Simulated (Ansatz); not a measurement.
# C2H3BFN (SMILES FB1C=NC1): CAM-B3LYP/def2-SVP

What is the vertical singlet–triplet gap of C2H3BFN at CAM-B3LYP/def2-SVP? 

The calculation is run with Ansatz 0.2.0.

122 further runs of the same task are left out: 122 set aside as unsound or not needed.

## 1. Starting point

C2H3BFN has 8 atoms, charge 0, and is taken as a singlet. SMILES: `FB1C=NC1`. Geometry: relaxed at PBE0-D4/def2-TZVP.

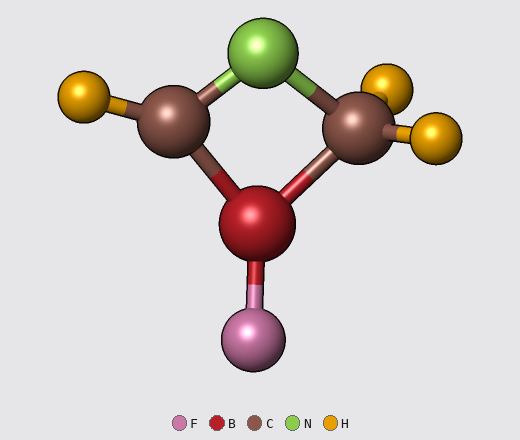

Viewed from a chosen angle; fluorine pink, boron red, carbon brown, nitrogen green, hydrogen amber.

## 2. A single-point energy at CAM-B3LYP/def2-SVP

The input, input.yaml:

```yaml
basis:
  gaussian: {orbitals: def2-SVP}
crystal:
  periodic: [false, false, false]
  atoms:
    - {symbol: F, position_ang: [0.213200, -1.007300, 1.918400]}
    - {symbol: B, position_ang: [-0.024100, -0.304800, 0.836200]}
    - {symbol: C, position_ang: [0.319000, 1.128500, 0.345800]}
    - {symbol: N, position_ang: [0.303900, 0.728600, -0.881200]}
    - {symbol: C, position_ang: [-0.301700, -0.640600, -0.682300]}
    - {symbol: H, position_ang: [0.656500, 2.120900, 0.633900]}
    - {symbol: H, position_ang: [0.257100, -1.432700, -1.186200]}
    - {symbol: H, position_ang: [-1.331600, -0.649700, -1.040300]}
hamiltonian: {xc: {name: CAM-B3LYP}}
accuracy: high
output: {orbitals: {seedname: orbitals}}
```

On the command line:

```sh
$ ansatz run input.yaml --threads 1 --pin off --max-ram 3480MiB --events-out events.jsonl --progress --plain --runs-dir runs
```

What it wrote:

```text
Warning: RAYON_NUM_THREADS=1 ignored (pool sized by the plan → 1); use --threads N
Functional definition: CAM-B3LYP
  name "CAM-B3LYP"
  parameter alpha = 0.19
  parameter beta = 0.46
  parameter omega = 0.33/bohr
  parameter ac = 0.81
  exchange = (1 - alpha - beta)*b88_x + beta*b88_x_sr(omega) + alpha*exact_x + beta*exact_x_lr(omega)
  correlation = (1 - ac)*vwn5_c + ac*lyp_c
2019 factors; integrals over basis functions are off by at most 3.4e-9 eV
370 factors; integrals over basis functions are off by at most 2.2e-9 eV
mean field evaluation 1: about -6993.8828 eV, gradient 3.9e1 eV
mean field evaluation 2: about -6994.2038 eV, gradient 3.9e1 eV
mean field evaluation 4: about -6997.2552 eV, gradient 2.1e0 eV
mean field evaluation 8: about -6997.4363 eV, gradient 2.2e-1 eV
mean field evaluation 16: about -6997.4365 eV, gradient 2.0e-4 eV
mean field -6997.43645345 eV, -257.1510466313 hartree, gradient 4.2e-8 eV, S^2 0.000000; 0 other end points of the search recorded, 0 dependent functions left out
reference -6997.43647116 eV, -257.1510472823 hartree; 18, 18 occupied and 67, 67 virtual orbitals, 2019 factors
Total energy: -6997.43647116 eV, -257.1510472823 hartree
```

Wall time 6.6 s (1 thread of Arm Neoverse V2, shared host); peak memory 0.31 GiB.

## 3. The triplet, same level

The input, in.yaml:

```yaml
crystal:
  periodic: [false, false, false]
  atoms:
    - {symbol: F, position_ang: [0.213200, -1.007300, 1.918400]}
    - {symbol: B, position_ang: [-0.024100, -0.304800, 0.836200]}
    - {symbol: C, position_ang: [0.319000, 1.128500, 0.345800]}
    - {symbol: "N", position_ang: [0.303900, 0.728600, -0.881200]}
    - {symbol: C, position_ang: [-0.301700, -0.640600, -0.682300]}
    - {symbol: H, position_ang: [0.656500, 2.120900, 0.633900]}
    - {symbol: H, position_ang: [0.257100, -1.432700, -1.186200]}
    - {symbol: H, position_ang: [-1.331600, -0.649700, -1.040300]}
basis:
  gaussian: {orbitals: def2-SVP}
magnetization: {spin_polarized: true, initial_magnetization: 2}
hamiltonian: {xc: {name: CAM-B3LYP}}
accuracy: high
output: {orbitals: {seedname: orbitals}}
```

On the command line:

```sh
$ ansatz run in.yaml --threads 1 --pin off --max-ram 3480MiB --events-out events.jsonl --progress --plain --runs-dir runs
```

What it wrote, cut to the lines that bear on the results:

```text
Warning: RAYON_NUM_THREADS=1 ignored (pool sized by the plan → 1); use --threads N
[... 2 set-up lines as earlier in the session ...]
[...]
2019 factors; integrals over basis functions are off by at most 3.4e-9 eV
370 factors; integrals over basis functions are off by at most 2.2e-9 eV
[...]
mean field -6994.45697772 eV, -257.0415529181 hartree, gradient 8.4e-8 eV, S^2 2.006346; 2 other end points of the search recorded, 0 dependent functions left out
reference -6994.45699517 eV, -257.0415535594 hartree; 19, 17 occupied and 66, 68 virtual orbitals, 2019 factors
Total energy: -6994.45699517 eV, -257.0415535594 hartree
```

Run time: 15 s. Hardware: 1 thread of Arm Neoverse V2, shared host; peak memory 0.43 GiB.

## 4. What came out

Level: CAM-B3LYP/def2-SVP.

| quantity | value |
| --- | --- |
| singlet: total energy | -257.15105 Eh |
| singlet: HOMO energy | -8.86 eV |
| singlet: LUMO energy | -0.36 eV |
| singlet: HOMO–LUMO gap | 8.50 eV |
| triplet: total energy | -257.04155 Eh |
| triplet: HOMO energy (highest over α and β) | -5.76 eV |
| triplet: LUMO energy (lowest over α and β) | -3.26 eV |
| triplet: ⟨S²⟩ | 2.006 |
| vertical energy of the triplet above the singlet | 2.979 eV |

**Reading.** At this shape the triplet lies 2.98 eV (69 kcal/mol) above the singlet.
